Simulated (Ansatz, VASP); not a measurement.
# ZnAu: VASP beside Ansatz

Aim: how closely do two programs agree when they are given the same cell, functional and k mesh? The cell comes out of the VASP series on this material, whose earlier steps may have relaxed, scaled or displaced it; both programs get it as it stands.

Calculated with Ansatz 0.2.0; plane waves, with VASP 6.6.1 beside it; relaxation of cell and atoms at PBEsol, spin-orbit coupling.

## Step 1: The structure

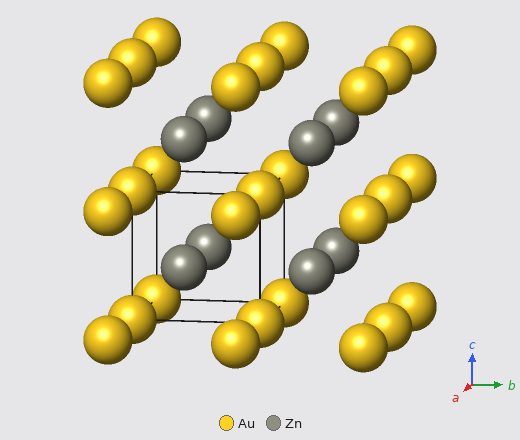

The starting structure, seen slightly off an axis (gold yellow, zinc grey). 2×2×2 cells are drawn. Some periodic images of atoms are drawn too.

## Step 2: Ansatz: relaxation of cell and atoms, PBEsol, spin-orbit coupling

Ansatz runs on its fully relativistic PAW (standard-fr) files.

The relaxed volume is the usual yardstick between codes: its relative difference is about their pressure difference at one cell divided by the bulk modulus.

input.yaml

```yaml
crystal:
  lattice:
    - [3.125187814, 0.0, 0.0]
    - [0.0, 3.125187814, 0.0]
    - [0.0, 0.0, 3.125187814]
  atoms:
    - { symbol: Au, position: [0.0, 0.0, 0.0] }
    - { symbol: Zn, position: [0.5, 0.5, 0.5] }
hamiltonian:
  xc: pbesol
  pseudopotentials: { kind: paw_fr }
magnetization:
  noncollinear: true
  spin_orbit: true
kpoints:
  mp_grid: { grid: [12, 12, 12] }
scf:
  occupations: { method: methfessel_paxton, width: 0.15 }
relax:
  f_tol: 0.01
  max_steps: 60
  cell: { stress_tol: 0.05 }
output:
  forces: true
  stress: true
```

Launch:

```
ansatz run input.yaml --threads 4 --pin off --max-ram 9216MiB --backend cpu --events-out ev --progress --plain --runs-dir out
```

Numbers of over 12 decimals in the logs are rounded to 6 here.

What it wrote:

```text
Engine: ansatz 0.2.0, aarch64-unknown-linux-gnu
Pseudopotentials: kind: paw_fr
Pseudopotential: Au, paw_fr, valence charge 19, recommended cutoff 420 eV (normal), Au.paw.azcp#standard-fr
Pseudopotential: Zn, paw_fr, valence charge 12, recommended cutoff 420 eV (normal), Zn.paw.azcp#standard-fr
Functional definition: PBEsol
  exchange = pbesol_x
  correlation = pbesol_c
non-collinear run that drives no moment, with spin-orbit: no starting moment large enough to seed its density (crystal.atoms[].spin), no starting occupations that ask for one, no magnetisation constraint and no magnetic field, so the semilocal B_xc is pinned to zero
Crystal: 2 atoms, lattice volume = 30.523 Å³
Basis set: ecut = 420 eV, 619 PW (Γ), exchange–correlation on 48×48×48 points (8 copies of the dense FFT grid, shifted against one another)
Bands: 40, of which v1, the nominal top of the filled ones, is band 31 counted from 1 (30 counted from 0)
Symmetry: 48 space group operations + 48 with time reversal
Magnetic group: BNS 221.93 (UNI 1595), of the structure as read, at distance tolerance 3.1e-5 Å
k-points: 84 of 1728
Projection manifold: j_resolved (fully-relativistic pseudo-atomic orbitals)
Non-local potential: Au, projectors of the file, l = 0: 3, l = 1: 4, l = 2: 4, l = 3: 2
Non-local potential: Zn, projectors of the file, l = 0: 2, l = 1: 4, l = 2: 6, l = 3: 2
PAW form: soft (Blöchl's): semilocal exchange-correlation on the pseudo side does not see the compensation charge
PAW frozen core: Au, regenerated for the run's functional, and the local potential with it (the file was generated under x = pbe(κ = 0.804, μ = 0.219515), c = pbe(β = 0.066725))
PAW frozen core: Zn, regenerated for the run's functional, and the local potential with it (the file was generated under x = pbe(κ = 0.804, μ = 0.219515), c = pbe(β = 0.066725))
PAW one-centre angular grid: Au, 590 points (default); XC on 64 Gauss nodes
PAW one-centre angular grid: Zn, 590 points (default); XC on 64 Gauss nodes
Initial density: superposition of atomic densities (chi_scale 0.1, normalization cell, long waves kept (reshape's long-wave potential 0.00 eV rms))
Initial wavefunctions: pseudopotential atomic-orbital guess
Functional: x = pbesol(κ = 0.804, μ = 0.123457), c = pbesol(β = 0.046)
SCF iter   1: F=—  HF=-16328.070624 eV  |F-HF|=—  |Δ(HF+E_count)|=         —  Δρ=1.63e-1  dr2=1.10e1  dr2_m=0.00e0 (ungated)  ethr=3.10e-3  |M|=0.00e0 ∫|m|=0.00e0 μB  |m|>n=0.0e0 m-floor=0.0e0 τ_xc=0.0e0  β_m=0.30  ⟨swp⟩=7.5  Hψ=8051  notcnv=0  defer=2
preconditioner: auto → none  [insulator: Δε(μ)=0.104 eV  Ē_g=13.299 eV  σ=0.150 eV  W_gap=0.55  n_scr=6 (ndim 8)  ℏωp=32.2 eV  f_vac=0.000  D(μ)=0.89/eV (n_scr^D=6)  ε∞_Penn≈6.9]
SCF iter   2: F=—  HF=-16325.364540 eV  |F-HF|=—  |Δ(HF+E_count)|=    2.71e0  S|Δr|=    0.00e0  Δρ=2.82e-2  dr2=1.10e-1  dr2_m=0.00e0 (ungated)  ethr=3.10e-3  |M|=0.00e0 ∫|m|=0.00e0 μB  |m|>n=0.0e0 m-floor=0.0e0 τ_xc=0.0e0  β_m=0.29  ⟨swp⟩=3.0  Hψ=3763  notcnv=0  defer=302
SCF iter   3: F=—  HF=-16325.302314 eV  |F-HF|=—  |Δ(HF+E_count)|=   6.22e-2  S|Δr|=    0.00e0  Δρ=2.02e-2  dr2=4.16e-2  dr2_m=0.00e0 (ungated)  ethr=3.54e-4  |M|=0.00e0 ∫|m|=0.00e0 μB  |m|>n=0.0e0 m-floor=0.0e0 τ_xc=0.0e0  β_m=0.42  ⟨swp⟩=2.0  Hψ=3099  notcnv=0  defer=312
SCF iter   4: F=—  HF=-16325.286108 eV  |F-HF|=—  |Δ(HF+E_count)|=   1.62e-2  S|Δr|=    0.00e0  Δρ=6.12e-3  dr2=6.51e-3  dr2_m=0.00e0 (ungated)  ethr=1.34e-4  |M|=0.00e0 ∫|m|=0.00e0 μB  |m|>n=0.0e0 m-floor=0.0e0 τ_xc=0.0e0  β_m=0.43  ⟨swp⟩=2.2  Hψ=2546  notcnv=0  defer=314
SCF iter   5: F=—  HF=-16325.285069 eV  |F-HF|=—  |Δ(HF+E_count)|=   1.04e-3  S|Δr|=    0.00e0  Δρ=1.39e-3  dr2=4.67e-4  dr2_m=0.00e0 (ungated)  ethr=2.10e-5  |M|=0.00e0 ∫|m|=0.00e0 μB  |m|>n=0.0e0 m-floor=0.0e0 τ_xc=0.0e0  β_m=0.72  ⟨swp⟩=2.0  Hψ=2702  notcnv=0  defer=314
SCF iter   6: F=—  HF=-16325.285506 eV  |F-HF|=—  |Δ(HF+E_count)|=   4.38e-4  S|Δr|=    0.00e0  Δρ=4.53e-4  dr2=9.12e-5  dr2_m=0.00e0 (ungated)  ethr=1.51e-6  |M|=0.00e0 ∫|m|=0.00e0 μB  |m|>n=0.0e0 m-floor=0.0e0 τ_xc=0.0e0  β_m=0.70  ⟨swp⟩=2.0  Hψ=2820  notcnv=0  defer=314
SCF iter   7: F=—  HF=-16325.285482 eV  |F-HF|=—  |Δ(HF+E_count)|=   2.40e-5  S|Δr|=    0.00e0  Δρ=7.85e-5  dr2=2.65e-6  dr2_m=0.00e0 (ungated)  ethr=2.94e-7  |M|=0.00e0 ∫|m|=0.00e0 μB  |m|>n=0.0e0 m-floor=0.0e0 τ_xc=0.0e0  β_m=0.85  ⟨swp⟩=2.0  Hψ=1994  notcnv=0  defer=314
SCF iter   8: F=-16325.285482 eV  HF=-16325.285482 eV  |F-HF|=1.80e-8  |Δ(HF+E_count)|=   6.59e-7  S|Δr|=    0.00e0  Δρ=8.22e-6  dr2=2.31e-8  dr2_m=0.00e0 (ungated)  ethr=3.23e-10  |M|=0.00e0 ∫|m|=0.00e0 μB  |m|>n=0.0e0 m-floor=0.0e0 τ_xc=0.0e0  ⟨swp⟩=3.0  Hψ=6761  notcnv=0
SCF 1 converged in 8 iterations: F = -16325.285482 eV  dr2 = 2.31e-8
  greatest PAW one-centre occupation: 1.001 electrons in one spin orbital (limit 2), on the Au atom at site 0 (counted from 0), in its partial waves of l = 0
relax step   1: F+E_penalty+E_count = -16325.28548154 eV  Δ(F+E_penalty+E_count) = +0.000e0 eV  max|allowed force component| = 6.574e-29 eV/Å  Δτ_max = 0.0000 Å  P = -0.386 GPa  Ω = 30.523 Å³  (8 SCF iters, dr2 threshold 1.00e-7 eV, accepted)
[...]
relax step   2: F+E_penalty+E_count = -16325.28562190 eV  Δ(F+E_penalty+E_count) = -1.404e-4 eV  max|allowed force component| = 3.418e-30 eV/Å  Δτ_max = 0.0000 Å  P = +0.207 GPa  Ω = 30.399 Å³  energy of the carried Pulay correction = +7.002e-5 eV  (5 SCF iters, dr2 threshold 2.00e-7 eV, accepted)
[...]
relax step   3: F+E_penalty+E_count = -16325.28562513 eV  Δ(F+E_penalty+E_count) = -3.234e-6 eV  max|allowed force component| = 4.733e-30 eV/Å  Δτ_max = 0.0000 Å  P = -0.001 GPa  Ω = 30.442 Å³  energy of the carried Pulay correction = +4.562e-5 eV  (4 SCF iters, dr2 threshold 1.07e-7 eV, accepted)
[...]
relax step   4: F+E_penalty+E_count = -16325.28557253 eV  Δ(F+E_penalty+E_count) = +5.260e-5 eV  max|allowed force component| = 1.709e-30 eV/Å  Δτ_max = 0.0000 Å  P = -0.000 GPa  Ω = 30.442 Å³  stress off target by 3.64e-4 GPa  SCF on the basis re-selected at this cell (its energy is not comparable with the rows above)  (5 SCF iters)
basis re-selected at this cell: Δ(F+E_penalty+E_count) = +5.260e-5 eV, ΔP = +0.000 GPa vs the last step (what re-selecting the basis moved, of the pressure what is left beyond the Pulay correction that the steps carried, after the strain that the cell walked since its last selection, with what the two solves' SCF thresholds leave and, on support functions, any second-order correction that the steps lacked; it is no m [...]
SCF converged after 5 iterations
Stability not checked: this state was not tested for a lower state beside it, because cold or Methfessel-Paxton smearing, or corrected tetrahedra, fill the levels in a way that the test cannot read (fill_not_monotonic; see scf.lower_state_search)
Magnetization: |M| = 0.0000 μB,  M = (+0.0000, +0.0000, +0.0000) μB
Absolute magnetization: 0.0000 μB (∫|m|)
  site 0: m = (+0.0000, +0.0000, +0.0000) μB, |m| = 0.0000 μB  (R = 1.12 Å)
  site 1: m = (+0.0000, +0.0000, +0.0000) μB, |m| = 0.0000 μB  (R = 1.12 Å)
Free energy (F): -16325.285573 eV
Harris-Foulkes:  -16325.285573 eV  (|F-HF|=0.00e0)
Internal energy: -16325.286030 eV  (E = F + TS)
E sigma→0 (E₀):  -16325.285687 eV
Entropy (-TS):   0.000457 eV (0.229 meV/atom)
Fermi energy:    17.476044 eV
--- Per-component energies (eV) ---
  E_band       = -164.410111
  E_kinetic    = 736.923228
  E_local      = -3196.067786  (includes V_loc(G=0)·N_el)
  E_nonlocal   = 676.972334
  E_hartree    = 1349.513571
  E_xc         = -364.007045
  E_vxc        = -329.445650  (∫ρ·V_xc dr)
  E_paw        = -11382.639349  (= ΣΔE_a)
  E_vpaw       = -751.820216  (= ΣTr[D̂ρ^β])
  E_aug_tail   = 0.000847  (compensation charges beyond the density's cutoff)
  E_ewald      = -4147.096780
  E_core_change = 1.114951  (= ΣΔE_core)
  E_smearing   = 0.000457  (= −TS)
  E_closure    = 0.000000  (closes the sum)
  Σ components = -16325.285573   (vs F -16325.285573, Δ=0.00e0)
--- Forces (eV/Å), atoms counted from 1 ---
  atom   1  Au    -0.00000000     0.00000000    -0.00000000
  atom   2  Zn     0.00000000     0.00000000     0.00000000
  max |Σ_I F_I| component: 3.94e-30 eV/Å
--- Stress (GPa, compression-positive) ---
       -0.000364       0.000000      -0.000000
        0.000000      -0.000364       0.000000
       -0.000000       0.000000      -0.000364
  P = ⅓ Tr σ = -0.0004 GPa (-0.004 kbar)
--- Relaxed structure (3 steps of the walk, 3 accepted, 1 SCFs on fresh bases) ---
  F+E_penalty+E_count = -16325.28557253 eV   max|allowed force component| = 1.709e-30 eV/Å   (the final SCF, on the basis selected at the relaxed cell)
  cell:  # Å, volume = 30.4423 Å³
    - [3.122428, 0, 0.0]
    - [0, 3.122428, 0]
    - [0.0, 0, 3.122428]
  atoms:
    - { symbol: Au, position: [0, 0, 0] }
    - { symbol: Zn, position: [0.5, 0.5, 0.5] }
```

The job ended after 14 s (4 threads of Arm Neoverse V2, shared host; peak memory 0.58 GiB).

## Step 3: VASP: relaxation of cell and atoms, PBEsol, spin-orbit coupling

The same cell, functional, mesh and smearing now go to VASP, with its own data sets and cutoff.

Lines of VASP's logs that name or quote its potential files are left out, and so is its time.

INCAR

```
SYSTEM = ZnAu
PREC = Accurate
ENCUT = 450
EDIFF = 1E-06
NELM = 100
ISMEAR = 1
SIGMA = 0.15
LREAL = .FALSE.
ALGO = Normal
GGA = PS
LNONCOLLINEAR = .TRUE.
MAGMOM = 0 0 0 0 0 0
NBANDS = 34
GGA_COMPAT = .FALSE.
LASPH = .TRUE.
LSORBIT = .TRUE.
LMAXMIX = 4
LORBIT = 11
LWAVE = .FALSE.
LCHARG = .FALSE.
KPAR = 4
IBRION = 2
NSW = 50
ISIF = 3
EDIFFG = -0.006
```

POSCAR

```
ZnAu
1.0
    3.1251878140      0.0000000000      0.0000000000
    0.0000000000      3.1251878140      0.0000000000
    0.0000000000      0.0000000000      3.1251878140
Au Zn
1 1
Direct
    0.0000000000      0.0000000000      0.0000000000
    0.5000000000      0.5000000000      0.5000000000
```

KPOINTS

```
Automatic mesh
0
Gamma
12 12 12
0 0 0
```

Potentials, in the order of the species: Au and Zn (PBE family, release 64).

Launch:

```
mpirun -np 4 vasp_ncl
```

What it wrote:

```text
[banner, memory and clock lines left out]
running    4 mpi-ranks, on    1 nodes
 distrk:  each k-point on    1 cores,    4 groups
 distr:  one band on    1 cores,    1 groups

 POSCAR found type information on POSCAR AuZn
 POSCAR found :  2 types and       2 ions
|                                                                             |
|               ----> ADVICE to this user running VASP <----                  |
|                                                                             |
|     You enforced a specific xc type in the INCAR file but a different       |
|     [... a line on the potential file left out ...]
|     I HOPE YOU KNOW WHAT YOU ARE DOING!                                     |
|                                                                             |

 LDA part: xc-table for (Slater+PW92), standard interpolation
 POSCAR, INCAR and KPOINTS ok, starting setup
 FFT: planning ... GRIDC
 FFT: planning ... GRID_SOFT
 FFT: planning ... GRID
 WAVECAR not read
 entering main loop
       N       E                     dE             d eps       ncg     rms          rms(c)
DAV:   1     0.164705699478E+03    0.16471E+03   -0.98624E+03  5912   0.166E+03
DAV:   2     0.561919176471E+01   -0.15909E+03   -0.14635E+03  5804   0.368E+02
DAV:   3    -0.664003595550E+01   -0.12259E+02   -0.11909E+02  6308   0.105E+02
DAV:   4    -0.684812192775E+01   -0.20809E+00   -0.20780E+00  6558   0.134E+01
DAV:   5    -0.685090829743E+01   -0.27864E-02   -0.27862E-02  6148   0.150E+00    0.104E+01
DAV:   6    -0.628978745473E+01    0.56112E+00   -0.13863E+00  6508   0.151E+01    0.634E+00
DAV:   7    -0.625923130365E+01    0.30556E-01   -0.48019E-02  7656   0.401E+00    0.334E+00
DAV:   8    -0.624930004928E+01    0.99313E-02   -0.87737E-03  6488   0.108E+00    0.108E+00
DAV:   9    -0.624922708583E+01    0.72963E-04   -0.74474E-04  6324   0.265E-01    0.884E-02
DAV:  10    -0.624922610029E+01    0.98553E-06   -0.27172E-05  8322   0.104E-01    0.510E-02
DAV:  11    -0.624923049528E+01   -0.43950E-05   -0.11011E-05  7072   0.435E-02    0.101E-02
DAV:  12    -0.624923046875E+01    0.26531E-07   -0.84168E-07  3856   0.187E-02
   1 F= -.62492305E+01 E0= -.62493465E+01  d E =-.624923E+01  mag=     0.0000     0.0000     0.0000
 curvature:   0.00 expect dE= 0.000E+00 dE for cont linesearch  0.000E+00
 trial: gam= 0.00000 g(F)=  0.000E+00 g(S)=  0.141E-05 ort = 0.000E+00 (trialstep = 0.100E+01)
 search vector abs. value=  0.141E-05
 reached required accuracy - stopping structural energy minimisation
```

From OUTCAR (step 3):

```text
ion  position               nearest neighbor table
   1  0.000  0.000  0.000-   2 2.71   2 2.71   2 2.71   2 2.71   2 2.71   2 2.71   2 2.71   2 2.71

  LATTYP: Found a simple cubic cell.
 ALAT       =     3.1251878140

 Subroutine GETGRP returns: Found 48 space group operations
 (whereof 48 operations were pure point group operations)

The static configuration has the point symmetry O_h .

 Found     84 irreducible k-points:

   k-points           NKPTS =     84   k-points in BZ     NKDIM =     84   number of bands    NBANDS=     34

   dimension x,y,z NGX =    24 NGY =   24 NGZ =   24
   dimension x,y,z NGXF=    48 NGYF=   48 NGZF=   48

   ENCUT  =  450.0 eV  33.07 Ry    5.75 a.u.   5.41  5.41  5.41*2*pi/ulx,y,z

   NELECT =      23.0000    total number of electrons

 k-points in reciprocal lattice and weights: Automatic mesh
   0.00000000  0.00000000  0.00000000       0.001
   0.08333333  0.00000000  0.00000000       0.003
   0.16666667  0.00000000  0.00000000       0.003
   0.25000000  0.00000000  0.00000000       0.003
   0.33333333  0.00000000  0.00000000       0.003
   0.41666667  0.00000000  0.00000000       0.003
   0.50000000  0.00000000  0.00000000       0.002
   0.08333333  0.08333333  0.00000000       0.007
   0.16666667  0.08333333  0.00000000       0.014
[...]
0.50000000  0.50000000  0.41666667       0.003
   0.50000000  0.50000000  0.50000000       0.001

 average (electrostatic) potential at core
       1 -67.0119       2 -32.4388

 E-fermi :   7.2290

 k-point     1 :       0.0000    0.0000    0.0000
  band No.  band energies     occupation
    ...
     18       3.2918      1.00000
     19       3.2918      1.00000
     20       3.2918      1.00000
     21       4.0355      1.00000
     22       4.0355      1.00000
     23      11.3297      0.00000
     24      11.3297      0.00000
     25      12.5094      0.00000
     26      12.5094      0.00000
     27      12.5094      0.00000
    ...

 k-point     2 :       0.0833    0.0000    0.0000
  band No.  band energies     occupation
    ...
     18       3.2086      1.00000
     19       3.2550      1.00000
     20       3.2550      1.00000
     21       3.9632      1.00000
     22       3.9632      1.00000
     23      10.9518      0.00000
     24      10.9518      0.00000
     25      12.1782      0.00000
     26      12.1782      0.00000
     27      12.7518      0.00000
    ...

 k-point     3 :       0.1667    0.0000    0.0000
  band No.  band energies     occupation
    ...
     18       3.0026      1.00000
     19       3.1357      1.00000
     20       3.1357      1.00000
     21       3.8007      1.00000
     22       3.8007      1.00000
     23       9.3900     -0.00000
     24       9.3900     -0.00000
     25      12.6546      0.00000
     26      12.6546      0.00000
     27      13.4352      0.00000
    ...

  Total       -0.0044200     -0.0044200     -0.0044200      0.0000000     -0.0000000     -0.0000000
  in kB       -0.2320096     -0.2320096     -0.2320096      0.0000000     -0.0000000     -0.0000000
  external PRESSURE =      -0.2320096 kB  Pullay stress =       0.0000000 kB

  energy-cutoff  :      450.00
  volume of cell :       30.52
      direct lattice vectors                 reciprocal lattice vectors
     3.125187814  0.000000000  0.000000000     0.319980769  0.000000000  0.000000000
     0.000000000  3.125187814  0.000000000     0.000000000  0.319980769  0.000000000
     0.000000000  0.000000000  3.125187814     0.000000000  0.000000000  0.319980769

 POSITION                                       TOTAL-FORCE (eV/Angst)
 -----------------------------------------------------------------------------------
      0.00000      0.00000      0.00000         0.000000      0.000000      0.000000
      1.56259      1.56259      1.56259         0.000000      0.000000      0.000000
 -----------------------------------------------------------------------------------
    total drift:                                0.000000     -0.000000     -0.000000

  FREE ENERGIE OF THE ION-ELECTRON SYSTEM (eV)
  ---------------------------------------------------
  free  energy   TOTEN  =        -6.2492304687 eV

  energy  without entropy=       -6.2495785260  energy(sigma->0) =       -6.24934649

 reached required accuracy - stopping structural energy minimisation

 Spin-Orbit-Coupling matrix elements
 Ion:    1  E_soc:     -0.5862123
 Ion:    2  E_soc:     -0.0094692

 total charge
# of ion       s       p       d       tot
------------------------------------------
    1        0.620   0.424   8.688   9.732
    2        0.528   0.471   9.771  10.770
--------------------------------------------------
tot          1.148   0.894  18.459  20.502

 magnetization (x)
# of ion       s       p       d       tot
------------------------------------------
    1        0.000  -0.000   0.000  -0.000
    2        0.000  -0.000  -0.000  -0.000
--------------------------------------------------
tot          0.000  -0.000  -0.000  -0.000

 magnetization (y)
# of ion       s       p       d       tot
------------------------------------------
    1       -0.000  -0.000  -0.000  -0.000
    2        0.000  -0.000   0.000  -0.000
--------------------------------------------------
tot         -0.000  -0.000   0.000  -0.000

 magnetization (z)
# of ion       s       p       d       tot
------------------------------------------
    1        0.000   0.000  -0.000   0.000
    2       -0.000  -0.000   0.000   0.000
--------------------------------------------------
tot          0.000  -0.000   0.000   0.000

[... 3 further parts left out ...]
```

CONTCAR:

```
ZnAu
   1.00000000000000
     3.1251878139999998    0.0000000000000000    0.0000000000000000
     0.0000000000000000    3.1251878139999998    0.0000000000000000
     0.0000000000000000    0.0000000000000000    3.1251878139999998
  Au              Zn
     1     1
Direct
     0.0000000000000000    0.0000000000000000    0.0000000000000000
     0.5000000000000000    0.5000000000000000    0.5000000000000000
```

## Step 4: Differences

Known differences besides the PAW data sets themselves: spin-orbit coupling enters by fully relativistic files in Ansatz and inside the spheres in VASP; both relaxations stop at a tolerance, which leaves soft axes loose, and VASP keeps its plane-wave basis; the data sets hold 31 valence electrons in Ansatz (fully relativistic PAW (standard-fr) files) and 23 in VASP; the cutoff is 420 eV in Ansatz and 450 eV in VASP; Ansatz makes its cores anew for this functional, VASP keeps those of its PBE data sets; Ansatz adds a Pulay correction to the stress that steers its cell, VASP none. Total energies have different zeros and are not compared.

Both answers:

| quantity | Ansatz | VASP | difference |
| --- | --- | --- | --- |
| volume (Å³) | 30.44 | 30.52 | -0.26 % |
| edge a after relaxation, in the typed setting (Å) | 3.122 | 3.125 | -0.09 % |

The walks stopped with 0.00 GPa left in Ansatz and -0.02 GPa in VASP; each walk ends within a tolerance, so the volume difference is uncertain by about these residues over the bulk modulus, most in soft cells.

## Step 5: Summary of results

```yaml
difference_in_volume_relaxation_of_cell_and_atoms_pbesol_spin_orbit_coupling: -0.26 %
```

What this shows: The difference in volume is -0.26 % (relaxation of cell and atoms, PBEsol, spin-orbit coupling), within the 1.2 % picked in this series as the mark of a large difference, as far as the stopping tolerances let one tell. How closely two codes agree says nothing of how well the functional describes the real material.

[Lines on the potential files, build, host, timing and source positions are cut from VASP's logs without a mark.]

[Logs are printed without paths, hosts, clocks, repeated set-up lines and the standing remarks that a program may print on its own settings, such as how far it seeks lower states.]

[Hosts, paths, dates, database ids (printed as entryN), source tags and the programs' standing remarks are cut or masked in the printed files.]
